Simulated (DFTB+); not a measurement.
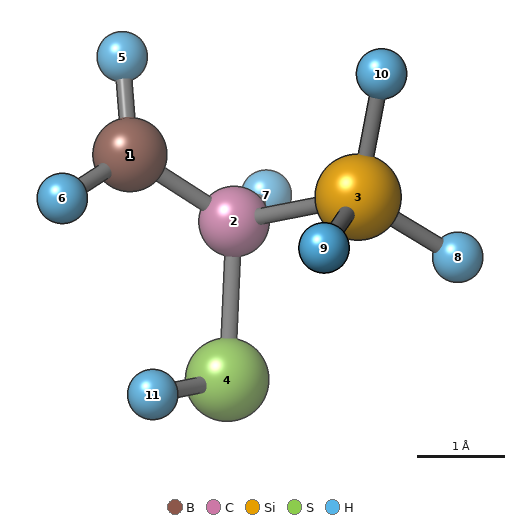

Figure 1. The input geometry (ball-and-stick view, seen at a tilt; atoms are numbered from 1 in the order of the input).

# Run report: CH7BSSi, geometry relaxation

The run: geometry relaxation of CH7BSSi, SMILES BC([SiH3])S. Method and program: GFN1-xTB, R-SCC, dispersion built in (DFTB+ 25.1).

The geometry comes from this level: GFN2-xTB.

Log
```
|  DFTB+ development version (commit: a23bfb2)

Reading input file 'dftb_in.hsd'
Parser version: 14

--------------------------------------------------------------------------------
WARNING!
-> This driver is deprecated and will be removed in future versions.
Please use the GeometryOptimisation driver instead.
Path: dftbplusinput/Driver/gDIIS
Line: 5-10 (File: dftb_in.hsd)

Processed input in HSD format written to 'dftb_pin.hsd'

Starting initialization...
--------------------------------------------------------------------------------
OpenMP threads:              1
Chosen random seed:          538534421
Current stacksize:           unlimited
Mode:                        Modified gDIIS relaxation
WARNING!
-> This geometry optimisation method requires force related energies for accurate minimisation.
Self consistent charges:     Yes
SCC-tolerance:                 0.100000E-04
Max. scc iterations:                    100
Shell resolved Hubbard:      Yes
Spin polarisation:           No
Nr. of up electrons:            12.000000
Nr. of down electrons:          12.000000
Periodic boundaries:         No
Electronic solver:           Relatively robust
Mixer:                       Broyden mixer
Mixing parameter:                  0.200000
Nr. of chrg. vec. in memory:            100
Max. SCC-cycles:                        100
Nr. of moved atoms:                      11
Max. nr. of geometry steps:             100
Force tolerance:               0.100000E-02
tblite library version:      0.3.0
-> parametrization:          GFN1-xTB
-> repulsion:                Yes
-> dispersion:               Yes
-> halogen bonding:          Yes
-> electrostatics:           Yes
   -> isotropic:             Yes
   -> anisotropic:           No
   -> third-order:           Yes
Electronic temperature:              0.950045E-03 H      0.258520E-01 eV
Initial charges:             Set automatically (system chrg:   0.000E+00)
Included shells:             B:  s, p
                             C:  s, p
                            Si:  s, p, d
                             S:  s, p, d
                             H:  s, s2
Extra options:
                             Mulliken analysis
Force type                   original

--------------------------------------------------------------------------------

***  Geometry step: 0

 iSCC Total electronic   Diff electronic      SCC error
    1   -0.12898527E+02    0.00000000E+00    0.10247846E+01
    2   -0.12912991E+02   -0.12898527E+02    0.83608950E+00
    3   -0.12907784E+02   -0.14463972E-01    0.19855846E+00
    4   -0.12919099E+02    0.52068388E-02    0.66286948E-01
    5   -0.12919127E+02   -0.11315295E-01    0.17266497E-01
    6   -0.12919174E+02   -0.28089779E-04    0.19540965E-02
    7   -0.12919176E+02   -0.47170038E-04    0.12305270E-02
    8   -0.12919176E+02   -0.11799826E-05    0.50084801E-03
    9   -0.12919176E+02   -0.18635296E-06    0.88532634E-04
   10   -0.12919176E+02   -0.41807997E-08    0.36834403E-04
   11   -0.12919176E+02   -0.68020434E-09    0.19985444E-04
   12   -0.12919176E+02   -0.37688785E-09    0.34437575E-05

Total Energy:                      -12.8071194271 H         -348.4995 eV
Extrapolated to 0K:                -12.8071194271 H         -348.4995 eV
Total Mermin free energy:          -12.8071194271 H         -348.4995 eV
Force related energy:              -12.8071194271 H         -348.4995 eV

Maximal force component:             0.103905E-01
Averaged force norm:                 0.861954E-02

--------------------------------------------------------------------------------

***  Geometry step: 1

 iSCC Total electronic   Diff electronic      SCC error
    1   -0.12918579E+02    0.00000000E+00    0.47184930E-02
    2   -0.12918584E+02    0.59718617E-03    0.24879699E-02
    3   -0.12918586E+02   -0.55760510E-05    0.88200864E-03
    4   -0.12918586E+02   -0.19773547E-05    0.37167475E-03
    5   -0.12918586E+02   -0.72809428E-07    0.94481928E-04
    6   -0.12918586E+02   -0.54393148E-08    0.40267763E-04
    7   -0.12918586E+02   -0.65535843E-09    0.91601942E-05

Total Energy:                      -12.8061030855 H         -348.4718 eV
Extrapolated to 0K:                -12.8061030855 H         -348.4718 eV
Total Mermin free energy:          -12.8061030855 H         -348.4718 eV
Force related energy:              -12.8061030855 H         -348.4718 eV

Maximal force component:             0.172535E-01
Averaged force norm:                 0.121016E-01

--------------------------------------------------------------------------------

***  Geometry step: 2

 iSCC Total electronic   Diff electronic      SCC error
    1   -0.12919291E+02    0.00000000E+00    0.11662009E-01
    2   -0.12919317E+02   -0.70459831E-03    0.63600548E-02
    3   -0.12919327E+02   -0.25922531E-04    0.19790463E-02
    4   -0.12919327E+02   -0.97417160E-05    0.74975075E-03
    5   -0.12919327E+02   -0.32595321E-06    0.19724676E-03
    6   -0.12919327E+02   -0.28320144E-07    0.11727245E-03
    7   -0.12919327E+02   -0.10676064E-08    0.23463577E-04
    8   -0.12919327E+02   -0.15492425E-08    0.11042215E-04
    9   -0.12919327E+02   -0.37955417E-10    0.16058543E-05

Total Energy:                      -12.8077047698 H         -348.5154 eV
Extrapolated to 0K:                -12.8077047698 H         -348.5154 eV
Total Mermin free energy:          -12.8077047698 H         -348.5154 eV
Force related energy:              -12.8077047698 H         -348.5154 eV

Maximal force component:             0.110033E-01
Averaged force norm:                 0.602262E-02

--------------------------------------------------------------------------------

***  Geometry step: 3

 iSCC Total electronic   Diff electronic      SCC error
    1   -0.12920923E+02    0.00000000E+00    0.71097486E-02
    2   -0.12920935E+02   -0.15959769E-02    0.31954118E-02
    3   -0.12920938E+02   -0.11797124E-04    0.19228612E-02
    4   -0.12920938E+02   -0.31592214E-05    0.44543995E-03
    5   -0.12920938E+02   -0.14216285E-06    0.10243092E-03
    6   -0.12920938E+02   -0.19431148E-07    0.38784324E-04
    7   -0.12920938E+02   -0.13656951E-08    0.26600946E-04
    8   -0.12920938E+02   -0.34376235E-09    0.50863534E-05

Total Energy:                      -12.8086290725 H         -348.5405 eV
Extrapolated to 0K:                -12.8086290725 H         -348.5405 eV
Total Mermin free energy:          -12.8086290725 H         -348.5405 eV
Force related energy:              -12.8086290725 H         -348.5405 eV

Maximal force component:             0.110096E-01
Averaged force norm:                 0.519971E-02

Geometry converged

--------------------------------------------------------------------------------
--------------------------------------------------------------------------------
Pre-SCC initialisation                 +       0.01 ( 13.7%)       0.02 (  9.9%)
SCC                                    +       0.06 ( 55.4%)       0.10 ( 68.4%)
Post-SCC processing                    +       0.03 ( 29.7%)       0.03 ( 21.1%)
--------------------------------------------------------------------------------
Missing                                +       0.00 (  1.3%)       0.00 (  0.7%)
Total                                  =       0.11 (100.0%)       0.15 (100.0%)
--------------------------------------------------------------------------------
```

Trajectory as extended XYZ (Å, eV, eV/Å), 4 frames, from step=0 to step=3
```
11
Properties=species:S:1:pos:R:3 step=0 energy=-348.49947
B    -1.0046    1.1727   -0.0355
C    -0.3502   -0.0760   -0.6325
Si    1.3817   -0.2554    0.2118
S    -1.1059   -1.7234   -0.3179
H    -0.7472    2.2135   -0.5021
H    -1.6942    1.1021    0.9082
H    -0.1734   -0.0551   -1.7058
H     2.0099   -1.4153   -0.4156
H     1.1686   -0.4916    1.6393
H     2.1792    0.9529   -0.0022
H    -1.6639   -1.4245    0.8523
11
Properties=species:S:1:pos:R:3 step=1 energy=-348.47182
B    -1.0066    1.1782   -0.0311
C    -0.3476   -0.0800   -0.6344
Si    1.3866   -0.2499    0.2113
S    -1.1117   -1.7231   -0.3212
H    -0.7480    2.2087   -0.5010
H    -1.6920    1.1019    0.9048
H    -0.1731   -0.0570   -1.7029
H     2.0098   -1.4174   -0.4171
H     1.1673   -0.4919    1.6416
H     2.1793    0.9551   -0.0028
H    -1.6640   -1.4245    0.8529
11
Properties=species:S:1:pos:R:3 step=2 energy=-348.51540
B    -1.0007    1.1642   -0.0411
C    -0.3530   -0.0706   -0.6273
Si    1.3778   -0.2606    0.2125
S    -1.1028   -1.7236   -0.3157
H    -0.7463    2.2187   -0.5037
H    -1.6971    1.1023    0.9124
H    -0.1734   -0.0539   -1.7097
H     2.0097   -1.4131   -0.4143
H     1.1697   -0.4912    1.6371
H     2.1797    0.9524   -0.0019
H    -1.6638   -1.4246    0.8516
11
Properties=species:S:1:pos:R:3 step=3 energy=-348.54055
B    -1.0026    1.1639   -0.0445
C    -0.3553   -0.0693   -0.6341
Si    1.3672   -0.2707    0.2130
S    -1.0874   -1.7237   -0.3075
H    -0.7451    2.2260   -0.5049
H    -1.6993    1.1030    0.9163
H    -0.1746   -0.0491   -1.7105
H     2.0103   -1.4092   -0.4113
H     1.1727   -0.4911    1.6330
H     2.1781    0.9450   -0.0001
H    -1.6640   -1.4246    0.8507
```

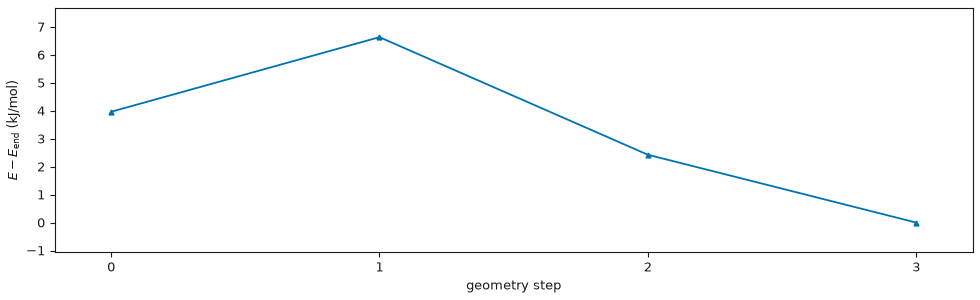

Figure 2. Progress of the relaxation, step by step (steps are counted from 0).

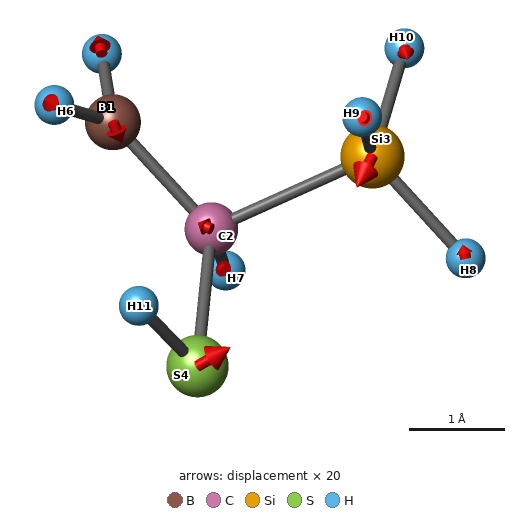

Figure 3. The starting structure with the displacements as red arrows, magnified 20 times (ball-and-stick view, seen at a tilt). The two geometries are laid on each other by the best rigid fit. The energy falls by 3.96 kJ/mol in 3 geometry steps. The largest moves after the best rigid fit, 0.021 Å, are those of Si3 and S4. Largest moves by element: S 0.021 Å, Si 0.021 Å, H 0.013 Å, B 0.013 Å, C 0.009 Å. Distances before and after: B1–C2 1.531 → 1.512 Å, B1–H5 1.169 → 1.186 Å, Si3–H10 1.463 → 1.477 Å, Si3–H8 1.461 → 1.449 Å. (Atoms are counted from 1 in the order of the input.)

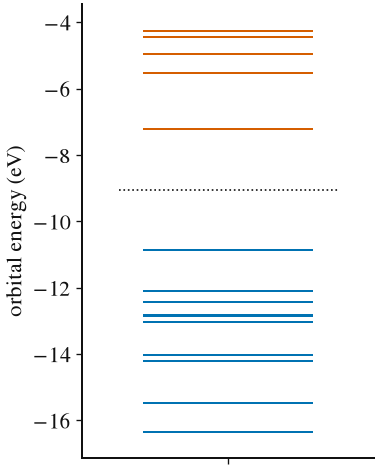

Figure 4. Orbital energies near the frontier; the dotted line parts filled from empty levels, and levels within 0.02 eV of each other stand side by side. Highest filled −10.88 eV, lowest empty −7.23 eV, 3.65 eV apart.

The run was set up as follows.

Input file (dftb_in.hsd)
```
Geometry = xyzFormat {
  <<< "mol.xyz"
}

Driver = gDIIS {
  MovedAtoms = 1:-1
  MaxForceComponent = 0.001
  MaxSteps = 100
  AppendGeometries = Yes
}

Hamiltonian = xTB {
  Method = "GFN1-xTB"
}

Analysis {
  PrintForces = Yes
}

Options {
  WriteResultsTag = Yes
}

InputVersion = 25.1
```

File mol.xyz
```
11

B     -1.004600     1.172740    -0.035480
C     -0.350170    -0.075950    -0.632470
Si     1.381730    -0.255370     0.211820
S     -1.105910    -1.723420    -0.317870
H     -0.747200     2.213500    -0.502150
H     -1.694180     1.102150     0.908200
H     -0.173380    -0.055130    -1.705800
H      2.009850    -1.415260    -0.415640
H      1.168620    -0.491640     1.639310
H      2.179190     0.952900    -0.002170
H     -1.663940    -1.424510     0.852270
```

Launch command:
```bash
dftb+ > run.log
```

Key numbers

- outcome: converged
- Mermin free energy: −12.808629 hartree
- basis functions: 40
- largest force: 0.625 eV/Å
- HOMO: −10.88 eV
- LUMO: −7.23 eV
- dipole moment: 0.31 D
- hardware: 1 thread of Intel Xeon @ 2.50GHz (Skylake/Cascade Lake), 32 GiB of memory available, shared host
- peak memory: 0.072 GiB

Notes

Settings chosen away from the usual ones: optimiser.
